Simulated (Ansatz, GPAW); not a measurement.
## Cutoff, mesh and smearing for a 8-layer slab of Cu(100)

How do cutoff, mesh, smearing and the dipole layer change the work function of a 8-layer slab of Cu(100)?

Main program and level: GPAW 26.7.0 and Ansatz 0.2.0; Ansatz plane waves; slab in vacuum with a dipole correction, relaxation, in the first sound run; inputs show where later runs differ.

### 1. The starting structure

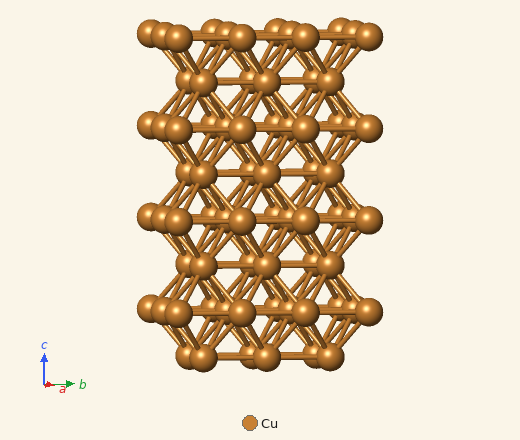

The starting structure, seen from the side, with the c axis up (copper orange). 2×3×1 cells are drawn. Some periodic images of atoms are drawn too.

The cell holds 8 atoms: 8 Cu. Its edges and angles: a = 2.553 Å, b = 2.553 Å, c = 26.635 Å, α = 90.0°, β = 90.0°, γ = 90.0°. Vacuum lies along c.

As a file:

```cif
data_structure
_symmetry_space_group_name_H-M 'P 1'
_symmetry_Int_Tables_number 1
_cell_length_a 2.5527
_cell_length_b 2.5527
_cell_length_c 26.6350
_cell_angle_alpha 90.000
_cell_angle_beta 90.000
_cell_angle_gamma 90.000
_cell_volume 173.55
loop_
_atom_site_label
_atom_site_type_symbol
_atom_site_fract_x
_atom_site_fract_y
_atom_site_fract_z
_atom_site_occupancy
Cu1 Cu 0.50000 0.50000 0.26281 1
Cu2 Cu 0.00000 0.00000 0.33058 1
Cu3 Cu 0.50000 0.50000 0.39835 1
Cu4 Cu 0.00000 0.00000 0.46612 1
Cu5 Cu 0.50000 0.50000 0.53388 1
Cu6 Cu 0.00000 0.00000 0.60165 1
Cu7 Cu 0.50000 0.50000 0.66942 1
Cu8 Cu 0.00000 0.00000 0.73719 1
```

### 2. Relaxing the atoms

Forces are removed first; all later runs use this geometry. The lowest 4 atoms are held at bulk positions and keep their forces.

input.yaml reads:

```yaml
crystal:
  lattice:
    - [2.5526554801, 0.0, 0.0]
    - [0.0, 2.5526554801, 0.0]
    - [0.0, 0.0, 26.635]
  atoms:
    - { symbol: Cu, position: [0.5, 0.5, 0.2628120894] }
    - { symbol: Cu, position: [0.0, 0.0, 0.3305800638] }
    - { symbol: Cu, position: [0.5, 0.5, 0.3983480383] }
    - { symbol: Cu, position: [0.0, 0.0, 0.4661160128] }
    - { symbol: Cu, position: [0.5, 0.5, 0.5338839872] }
    - { symbol: Cu, position: [0.0, 0.0, 0.6016519617] }
    - { symbol: Cu, position: [0.5, 0.5, 0.6694199362] }
    - { symbol: Cu, position: [0.0, 0.0, 0.7371879106] }
kpoints:
  mp_grid: { grid: [12, 12, 1] }
hamiltonian:
  xc: pbe
scf:
  occupations: { method: fermi_dirac, width: 0.1 }
efield:
  axis: 3
  dipole_correction: true
  ramp_width: 0.05
relax:
  f_tol: 0.02
  max_steps: 60
  constraints: [{ sites: [0, 1, 2, 3] }]
output:
  write_potential: true
  write_density: true
  volumetric_format: npy
```

On the command line:

```console
$ ansatz run input.yaml --threads 4 --pin off --max-ram 8192MiB --backend cpu --events-out ev --progress --plain --runs-dir out
```

Numbers of over 12 decimals in the logs are rounded to 6 here.

The log of the run:

```text
Engine: ansatz 0.2.0, x86_64-unknown-linux-gnu
Pseudopotentials: kind: paw
Pseudopotential: Cu, paw, valence charge 19, recommended cutoff 420 eV (normal), Cu.paw.azcp
Functional definition: PBE
  parameter kappa = 0.804
  parameter beta = 0.066725
  exchange = pbe_x(kappa = kappa, mu = beta*pi^2/3)
  correlation = pbe_c(beta = beta)
Crystal: 8 atoms, lattice volume = 173.555 Å³
Basis set: ecut = 420 eV, 3397 PW (Γ), exchange–correlation on 36×36×360 points (8 copies of the dense FFT grid, shifted against one another)
Bands: 92, of which v1, the nominal top of the filled ones, is band 76 counted from 1 (75 counted from 0)
Symmetry: 8 space group operations
k-points: 28 of 144
Non-local potential: Cu, projectors of the file, l = 0: 3, l = 1: 2, l = 2: 3, l = 3: 1
PAW form: soft (Blöchl's): semilocal exchange-correlation on the pseudo side does not see the compensation charge
PAW one-centre angular grid: Cu, 590 points (default); XC on 64 Gauss nodes
Initial density: superposition of atomic densities (neutral atoms: chi_scale 0, normalization atom), corrected by the library's trained network
Initial wavefunctions: pseudopotential atomic-orbital guess
Functional: x = pbe(κ = 0.804, μ = 0.219515), c = pbe(β = 0.066725)
SCF iter   1: F=—  HF=-53000.200781 eV  |F-HF|=—  |Δ(HF+E_count)|=         —  Δρ=2.37e-3  dr2=8.49e-2  ethr=1.77e-3  p=0.000 e·Å  D=1.98e-13 V/Å  ΔV_dip=-0.00 eV  dr2_dipole=4.23e-8  V_vac-E_F(+/−)=4.42/4.42 eV  ⟨swp⟩=6.5  Hψ=10089  notcnv=0  defer=69
efield: sawtooth ramp at fractional position 0.9750 (placed from the atoms, in the widest stretch of the axis that holds none; the zero of the levels goes with the place), width 0.0500; the density the first Hamiltonian is built on has a dipole p = 0.000 e·Å; the dipole correction subtracts the counter field D = 1.98e-13 V/Å, which shifts the + side's vacuum level by -0.00 eV against the − side's; the planar-averaged density in the ramp window peaks in size at 6.1e-5 e/Å³
preconditioner: auto → LDOS  [metal: Δε(μ)=0.029 eV  Ē_g=9.058 eV  σ=0.100 eV  W_gap=0.07  n_scr=58 (ndim 8)  ℏωp=26.4 eV  f_vac=0.428  D(μ)=3.34/eV (n_scr^D=14)  β→1.0]
SCF iter   2: F=—  HF=-53000.199659 eV  |F-HF|=—  |Δ(HF+E_count)|=   1.12e-3  Δρ=1.88e-3  dr2=5.79e-3  ethr=5.59e-5  p=0.000 e·Å  D=3.54e-5 V/Å  ΔV_dip=-0.00 eV  dr2_dipole=3.40e-8  V_vac-E_F(+/−)=4.58/4.58 eV  ⟨swp⟩=2.4  Hψ=3744  notcnv=0  defer=140
SCF iter   3: F=—  HF=-53000.200863 eV  |F-HF|=—  |Δ(HF+E_count)|=   1.20e-3  Δρ=2.46e-3  dr2=6.12e-3  ethr=3.81e-6  p=-0.000 e·Å  D=-2.44e-7 V/Å  ΔV_dip=0.00 eV  dr2_dipole=3.49e-6  V_vac-E_F(+/−)=4.55/4.55 eV  ⟨swp⟩=2.4  Hψ=4534  notcnv=0  defer=140
SCF iter   4: F=—  HF=-53000.199961 eV  |F-HF|=—  |Δ(HF+E_count)|=   9.02e-4  Δρ=1.21e-3  dr2=1.89e-3  ethr=3.81e-6  p=0.000 e·Å  D=2.26e-6 V/Å  ΔV_dip=-0.00 eV  dr2_dipole=1.84e-6  V_vac-E_F(+/−)=4.57/4.57 eV  ⟨swp⟩=2.0  Hψ=3982  notcnv=0  defer=140
SCF iter   5: F=—  HF=-53000.199639 eV  |F-HF|=—  |Δ(HF+E_count)|=   3.23e-4  Δρ=2.33e-4  dr2=7.67e-5  ethr=1.24e-6  p=0.000 e·Å  D=2.82e-5 V/Å  ΔV_dip=-0.00 eV  dr2_dipole=3.05e-7  V_vac-E_F(+/−)=4.58/4.58 eV  ⟨swp⟩=2.0  Hψ=3511  notcnv=0  defer=140
SCF iter   6: F=-53000.199627 eV  HF=-53000.199629 eV  |F-HF|=1.96e-6  |Δ(HF+E_count)|=   9.92e-6  Δρ=6.53e-5  dr2=4.58e-6  ethr=6.58e-9  p=-0.000 e·Å  D=-1.19e-5 V/Å  ΔV_dip=0.00 eV  dr2_dipole=7.14e-8  V_vac-E_F(+/−)=4.58/4.58 eV  ⟨swp⟩=10.6  Hψ=23821  notcnv=0
SCF 1 converged in 6 iterations: F = -53000.199627 eV  dr2 = 4.58e-6
  Residual-converged pass: ⟨swp⟩=1.0  Hψ=2689  notcnv=0  max |occ|·‖R‖ = 7.0e-9 eV (tolerance 1.0e-8 eV)  dr2=4.58e-6  dr2_onsite=1.99e-6  max |Δocc| = 6.2e-12
  greatest PAW one-centre occupation: 1.000 electrons in one spin orbital (limit 2), on the Cu atom at site 0 (counted from 0), in its partial waves of l = 0
relax step   1: F+E_penalty+E_count = -53000.19962689 eV  Δ(F+E_penalty+E_count) = +0.000e0 eV  max|allowed force component| = 2.209e-1 eV/Å  Δτ_max = 0.0000 Å  (6 SCF iters, dr2 threshold 1.00e-5 eV, accepted)
Initial density: handed on by an earlier stage of this run
Initial wavefunctions: those handed on with the density
iter 1 solved again at ethr=4.07e-6 eV; its pass at ethr=3.10e-3 eV (dr2=6.19e-3 eV) is discarded
SCF iter   1: F=—  HF=-53000.206353 eV  |F-HF|=—  |Δ(HF+E_count)|=         —  Δρ=2.51e-3  dr2=6.09e-3  ethr=4.07e-6  p=-0.000 e·Å  D=-1.19e-5 V/Å  ΔV_dip=0.00 eV  dr2_dipole=9.67e-6  V_vac-E_F(+/−)=4.58/4.58 eV  ⟨swp⟩=2.8  Hψ=8182  notcnv=0  defer=188
efield: sawtooth ramp at fractional position 0.9750 (handed on by an earlier solve), width 0.0500; the density the first Hamiltonian is built on has a dipole p = -0.000 e·Å; the dipole correction subtracts the counter field D = -1.19e-5 V/Å, which shifts the + side's vacuum level by +0.00 eV against the − side's; the planar-averaged density in the ramp window peaks in size at 1.5e-5 e/Å³
preconditioner: auto → LDOS  [metal: Δε(μ)=0.019 eV  Ē_g=9.109 eV  σ=0.100 eV  W_gap=0.05  n_scr=58 (ndim 8)  ℏωp=26.4 eV  f_vac=0.428  D(μ)=3.32/eV (n_scr^D=14)  β→1.0]
SCF iter   2: F=—  HF=-53000.203909 eV  |F-HF|=—  |Δ(HF+E_count)|=   2.44e-3  Δρ=1.35e-3  dr2=3.69e-3  ethr=4.01e-6  p=0.001 e·Å  D=1.17e-3 V/Å  ΔV_dip=-0.03 eV  dr2_dipole=7.97e-4  V_vac-E_F(+/−)=4.55/4.58 eV  ⟨swp⟩=2.0  Hψ=4394  notcnv=0  defer=188
SCF iter   3: F=—  HF=-53000.203917 eV  |F-HF|=—  |Δ(HF+E_count)|=   7.59e-6  Δρ=1.83e-3  dr2=3.75e-3  ethr=2.43e-6  p=-0.000 e·Å  D=-2.32e-4 V/Å  ΔV_dip=0.01 eV  dr2_dipole=1.31e-4  V_vac-E_F(+/−)=4.59/4.58 eV  ⟨swp⟩=2.1  Hψ=4458  notcnv=0  defer=188
SCF iter   4: F=—  HF=-53000.203310 eV  |F-HF|=—  |Δ(HF+E_count)|=   6.07e-4  Δρ=4.53e-4  dr2=2.82e-4  ethr=2.43e-6  p=0.000 e·Å  D=7.75e-5 V/Å  ΔV_dip=-0.00 eV  dr2_dipole=3.25e-5  V_vac-E_F(+/−)=4.58/4.58 eV  ⟨swp⟩=2.0  Hψ=3255  notcnv=0  defer=188
SCF iter   5: F=—  HF=-53000.203294 eV  |F-HF|=—  |Δ(HF+E_count)|=   1.59e-5  Δρ=3.07e-4  dr2=1.23e-4  ethr=1.85e-7  p=0.000 e·Å  D=2.17e-4 V/Å  ΔV_dip=-0.01 eV  dr2_dipole=1.81e-5  V_vac-E_F(+/−)=4.58/4.58 eV  ⟨swp⟩=2.1  Hψ=3673  notcnv=0  defer=188
SCF iter   6: F=—  HF=-53000.203274 eV  |F-HF|=—  |Δ(HF+E_count)|=   1.95e-5  Δρ=5.41e-5  dr2=5.35e-6  ethr=8.10e-8  p=0.000 e·Å  D=2.08e-4 V/Å  ΔV_dip=-0.01 eV  dr2_dipole=1.53e-6  V_vac-E_F(+/−)=4.58/4.58 eV  ⟨swp⟩=2.0  Hψ=3503  notcnv=0  defer=188
SCF iter   7: F=-53000.203274 eV  HF=-53000.203275 eV  |F-HF|=8.08e-7  |Δ(HF+E_count)|=   6.15e-7  Δρ=2.29e-5  dr2=8.65e-7  ethr=2.01e-9  p=0.000 e·Å  D=2.23e-4 V/Å  ΔV_dip=-0.01 eV  dr2_dipole=1.88e-7  V_vac-E_F(+/−)=4.58/4.58 eV  ⟨swp⟩=11.3  Hψ=23405  notcnv=0
[...]
preconditioner: auto → LDOS  [metal: Δε(μ)=0.016 eV  Ē_g=9.092 eV  σ=0.100 eV  W_gap=0.04  n_scr=58 (ndim 8)  ℏωp=26.4 eV  f_vac=0.426  D(μ)=3.31/eV (n_scr^D=14)  β→1.0]
SCF iter   2: F=—  HF=-53000.207349 eV  |F-HF|=—  |Δ(HF+E_count)|=   6.45e-3  Δρ=2.19e-3  dr2=1.09e-2  ethr=1.12e-5  p=0.002 e·Å  D=2.03e-3 V/Å  ΔV_dip=-0.05 eV  dr2_dipole=3.81e-3  V_vac-E_F(+/−)=4.53/4.59 eV  ⟨swp⟩=2.1  Hψ=5098  notcnv=0  defer=188
SCF iter   3: F=—  HF=-53000.207305 eV  |F-HF|=—  |Δ(HF+E_count)|=   4.39e-5  Δρ=2.85e-3  dr2=9.74e-3  ethr=7.18e-6  p=-0.000 e·Å  D=-4.88e-5 V/Å  ΔV_dip=0.00 eV  dr2_dipole=9.48e-4  V_vac-E_F(+/−)=4.59/4.59 eV  ⟨swp⟩=2.4  Hψ=4478  notcnv=0  defer=188
SCF iter   4: F=—  HF=-53000.205722 eV  |F-HF|=—  |Δ(HF+E_count)|=   1.58e-3  Δρ=2.11e-4  dr2=4.92e-4  ethr=6.41e-6  p=0.001 e·Å  D=6.42e-4 V/Å  ΔV_dip=-0.02 eV  dr2_dipole=3.23e-4  V_vac-E_F(+/−)=4.57/4.58 eV  ⟨swp⟩=2.0  Hψ=3928  notcnv=0  defer=188
SCF iter   5: F=—  HF=-53000.205763 eV  |F-HF|=—  |Δ(HF+E_count)|=   4.12e-5  Δρ=5.54e-4  dr2=3.81e-4  ethr=3.23e-7  p=0.001 e·Å  D=6.35e-4 V/Å  ΔV_dip=-0.02 eV  dr2_dipole=5.47e-5  V_vac-E_F(+/−)=4.57/4.58 eV  ⟨swp⟩=2.6  Hψ=4444  notcnv=0  defer=188
SCF iter   6: F=—  HF=-53000.205699 eV  |F-HF|=—  |Δ(HF+E_count)|=   6.42e-5  Δρ=9.75e-5  dr2=1.11e-5  ethr=2.51e-7  p=0.001 e·Å  D=5.76e-4 V/Å  ΔV_dip=-0.02 eV  dr2_dipole=3.82e-7  V_vac-E_F(+/−)=4.57/4.58 eV  ⟨swp⟩=2.0  Hψ=3794  notcnv=0  defer=188
SCF iter   7: F=-53000.205700 eV  HF=-53000.205699 eV  |F-HF|=6.59e-7  |Δ(HF+E_count)|=   2.30e-7  Δρ=2.63e-5  dr2=1.04e-6  ethr=8.28e-10  p=0.001 e·Å  D=6.16e-4 V/Å  ΔV_dip=-0.02 eV  dr2_dipole=8.27e-8  V_vac-E_F(+/−)=4.57/4.58 eV  ⟨swp⟩=10.0  Hψ=22484  notcnv=0
SCF 3 converged in 7 iterations: F = -53000.205700 eV  dr2 = 1.04e-6
relax step   3: F+E_penalty+E_count = -53000.20569991 eV  Δ(F+E_penalty+E_count) = -2.426e-3 eV  max|allowed force component| = 2.766e-3 eV/Å  Δτ_max = 0.0510 Å  (7 SCF iters, dr2 threshold 1.26e-6 eV, accepted)
iter 1 solved again at ethr=6.82e-10 eV; its pass at ethr=3.10e-3 eV (dr2=1.04e-6 eV) is discarded
SCF iter   1: F=—  HF=-53000.205697 eV  |F-HF|=—  |Δ(HF+E_count)|=         —  Δρ=2.63e-5  dr2=1.04e-6  ethr=6.82e-10  p=0.001 e·Å  D=6.16e-4 V/Å  ΔV_dip=-0.02 eV  dr2_dipole=8.00e-8  V_vac-E_F(+/−)=4.57/4.58 eV  ⟨swp⟩=1.0  Hψ=6230  notcnv=0  defer=188
efield: sawtooth ramp at fractional position 0.9750 (handed on by an earlier solve), width 0.0500; the density the first Hamiltonian is built on has a dipole p = 0.001 e·Å; the dipole correction subtracts the counter field D = 6.16e-4 V/Å, which shifts the + side's vacuum level by -0.02 eV against the − side's; the planar-averaged density in the ramp window peaks in size at 5.9e-6 e/Å³
preconditioner: auto → LDOS  [metal: Δε(μ)=0.017 eV  Ē_g=9.073 eV  σ=0.100 eV  W_gap=0.04  n_scr=58 (ndim 8)  ℏωp=26.4 eV  f_vac=0.426  D(μ)=3.31/eV (n_scr^D=14)  β→1.0]
SCF iter   2: F=—  HF=-53000.205701 eV  |F-HF|=—  |Δ(HF+E_count)|=   4.83e-6  Δρ=5.19e-5  dr2=2.66e-6  ethr=6.82e-10  p=0.001 e·Å  D=6.48e-4 V/Å  ΔV_dip=-0.02 eV  dr2_dipole=4.91e-8  V_vac-E_F(+/−)=4.56/4.58 eV  ⟨swp⟩=2.1  Hψ=4496  notcnv=0  defer=188
SCF iter   3: F=—  HF=-53000.205701 eV  |F-HF|=—  |Δ(HF+E_count)|=   4.68e-7  Δρ=2.37e-5  dr2=7.79e-7  ethr=6.82e-10  p=0.001 e·Å  D=6.46e-4 V/Å  ΔV_dip=-0.02 eV  dr2_dipole=1.05e-7  V_vac-E_F(+/−)=4.56/4.58 eV  ⟨swp⟩=2.0  Hψ=4489  notcnv=0  defer=188
SCF iter   4: F=—  HF=-53000.205701 eV  |F-HF|=—  |Δ(HF+E_count)|=   6.76e-8  Δρ=1.21e-5  dr2=1.66e-7  ethr=5.13e-10  p=0.001 e·Å  D=6.52e-4 V/Å  ΔV_dip=-0.02 eV  dr2_dipole=9.06e-9  V_vac-E_F(+/−)=4.56/4.58 eV  ⟨swp⟩=2.2  Hψ=3352  notcnv=0  defer=188
SCF iter   5: F=-53000.205701 eV  HF=-53000.205701 eV  |F-HF|=2.33e-10  |Δ(HF+E_count)|=   3.17e-8  Δρ=2.86e-6  dr2=1.21e-8  ethr=6.58e-11  p=0.001 e·Å  D=6.53e-4 V/Å  ΔV_dip=-0.02 eV  dr2_dipole=2.41e-9  V_vac-E_F(+/−)=4.56/4.58 eV  ⟨swp⟩=10.0  Hψ=18220  notcnv=0
SCF 4 converged in 5 iterations: F = -53000.205701 eV  dr2 = 1.21e-8
relax step   4: F+E_penalty+E_count = -53000.20570082 eV  Δ(F+E_penalty+E_count) = -9.132e-7 eV  max|allowed force component| = 2.805e-3 eV/Å  Δτ_max = 0.0000 Å  (5 SCF iters, accepted)
NSCF: frozen V_eff on 28 k-points
the band table was solved once a step of the walk had ended and its energy, with any forces and stress, was formed, with the checks that follow a solve (12876 applications of the Hamiltonian). They found nothing against the state; the energy, forces and stress were not computed again (output.eigenvalues in the input reference)
WARN: The output density's exchange-correlation potential varies sharply where the density is thin. Do not read a vacuum level from v_tot or v_xc, or from such a field of the output density. On a cell that repeats whose density bears no net charge and no dipole along the vacuum's axis use v_es (v_loc + v_h of the components); under efield.dipole_correction with no amplitude use v_es + v_field, which holds any externa [...]
SCF converged after 5 iterations
Free energy (F): -53000.205701 eV
Harris-Foulkes:  -53000.205701 eV  (|F-HF|=2.33e-10)
Internal energy: -53000.103128 eV  (E = F + TS)
E sigma→0 (E₀):  -53000.154414 eV
Entropy (-TS):   -0.102573 eV (-12.822 meV/atom)
Fermi energy:    7.077147 eV
Dipole field:    D = 0.000582 V/Å  (p = 0.000558 e·Å, saw-weighted, corrected)
Work function:   Φ+ = 4.5657 eV   Φ− = 4.5813 eV
Levels:          The Fermi level and band energies are counted from a zero that moves with the ramp; work functions are not
--- Per-component energies (eV) ---
  E_band       = -4328.306798
  E_kinetic    = 2397.890876
  E_local      = -330751.633517  (includes V_loc(G=0)·N_el)
  E_nonlocal   = 3125.943012
  E_hartree    = 162723.651799
  E_xc         = -713.347567
  E_vxc        = -920.266618  (∫ρ·V_xc dr)
  E_paw        = -13309.921034  (= ΣΔE_a)
  E_vpaw       = -3627.540166  (= ΣTr[D̂ρ^β])
  E_aug_tail   = 0.002309  (compensation charges beyond the density's cutoff)
  E_efield     = 0.000000  (sawtooth field / dipole correction)
  E_vefield    = -0.002330  (∫n·V_field dr)
  E_ewald      = 123527.310995
  E_smearing   = -0.102573  (= −TS)
  E_closure    = 0.000000  (closes the sum)
  Σ components = -53000.205701   (vs F -53000.205701, Δ=0.00e0)
--- Forces (eV/Å), atoms counted from 1 ---
  atom   1  Cu     0.00000000     0.00000000     0.10078288
  atom   2  Cu     0.00000000     0.00000000    -0.22185226
  atom   3  Cu     0.00000000     0.00000000     0.01410281
  atom   4  Cu     0.00000000     0.00000000     0.10539118
  atom   5  Cu     0.00000000     0.00000000    -0.00034130
  atom   6  Cu     0.00000000     0.00000000    -0.00109814
  atom   7  Cu    -0.00000000     0.00000000     0.00022604
  atom   8  Cu    -0.00000000     0.00000000     0.00280497
  max |Σ_I F_I| component: 1.62e-5 eV/Å
--- Band table (eV; the first three rows and the last of 28) ---
  k-point 0: bands = [... 72 lower, 5.5809, 5.5809, 5.6347, 5.6462, 5.6462, 5.6482, 6.2610, 7.5774, ... 12 higher]
  k-point 1: bands = [... 72 lower, 5.4730, 5.5726, 5.5802, 5.6359, 5.6499, 5.6625, 6.6509, 7.9088, ... 12 higher]
  k-point 2: bands = [... 72 lower, 5.4620, 5.5104, 5.5472, 5.6370, 5.6410, 6.1868, 7.3650, 8.6825, ... 12 higher]
  k-point 27: bands = [... 72 lower, 8.9485, 8.9485, 9.8110, 9.8110, 11.0147, 11.0147, 12.4237, 12.4237, ... 12 higher]
--- Relaxed structure (4 steps of the walk, 4 accepted, 0 SCFs on fresh bases) ---
  F+E_penalty+E_count = -53000.20570082 eV   max|allowed force component| = 2.805e-3 eV/Å
  atoms:
    - { symbol: Cu, position: [0.5, 0.5, 0.2628120894] }
    - { symbol: Cu, position: [0.0, 0.0, 0.3305800638] }
    - { symbol: Cu, position: [0.5, 0.5, 0.3983480383] }
    - { symbol: Cu, position: [0.0, 0.0, 0.4661160128] }
    - { symbol: Cu, position: [0.5, 0.5, 0.534827] }
    - { symbol: Cu, position: [0, 0.0, 0.603565] }
    - { symbol: Cu, position: [0.5, 0.5, 0.672499] }
    - { symbol: Cu, position: [0, 0.0, 0.739167] }
```

It took 27 s on 4 threads of AMD EPYC 9R14 (Zen 4), shared host; peak memory 0.88 GiB.

Relaxation path:

```csv
step,energy less that of the first step (eV),largest force component (eV/Å)
1,0.0000,0.2209
2,-0.0036,0.1419
3,-0.0061,0.0028
4,-0.0061,0.0028
```

The run keeps the 8 symmetry operations that it works with, so distortions that break them were not tested.

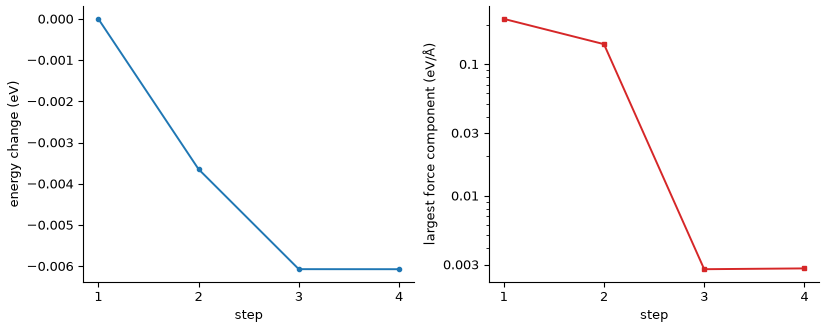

Energy and largest force along the relaxation.

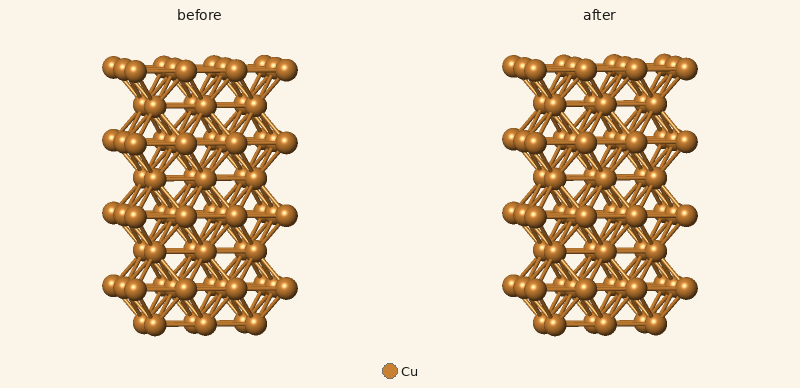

Before and after, at one scale.

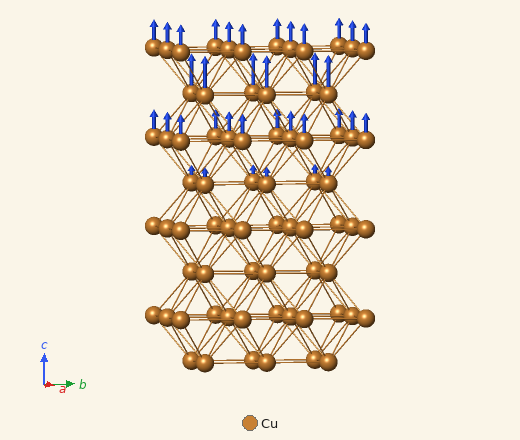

Displacements in the relaxation, exaggerated; the longest in the cell stands for 0.08 Å. 2×3×1 cells are drawn. Some periodic images of atoms are drawn too.

The atoms that moved most (Å):

```csv
atom,dx,dy,dz,length
Cu7,0.000,0.000,0.082,0.082
Cu8,0.000,0.000,0.053,0.053
Cu6,0.000,0.000,0.051,0.051
Cu5,0.000,0.000,0.025,0.025
```

Final coordinates:

```
Cu
1.0
     2.55266    0.00000    0.00000
     0.00000    2.55266    0.00000
     0.00000    0.00000   26.63500
Cu
8
Direct
  0.50000 0.50000 0.26281
  0.00000 0.00000 0.33058
  0.50000 0.50000 0.39835
  0.00000 0.00000 0.46612
  0.50000 0.50000 0.53483
  0.00000 0.00000 0.60356
  0.50000 0.50000 0.67250
  0.00000 0.00000 0.73917
```

This step gave:

* free energy: -53000.2057 eV
* smearing term TS: 0.1026 eV
* symmetry operations: 8
* upper work function: 4.566 eV
* lower work function: 4.581 eV
* dipole along the normal: 5.58e-4 e·Å
* dipole field: 5.82e-4 V/Å
* vacuum level above: 11.64 eV
* vacuum level below: 11.66 eV

(Continued in part 2 of 3.)

[Logs are printed without paths, hosts, clocks, repeated set-up lines and the standing remarks that a program may print on its own settings, such as how far it seeks lower states.]

[Hosts, paths, dates, database ids (printed as entryN), source tags and the programs' standing remarks are cut or masked in the printed files.]
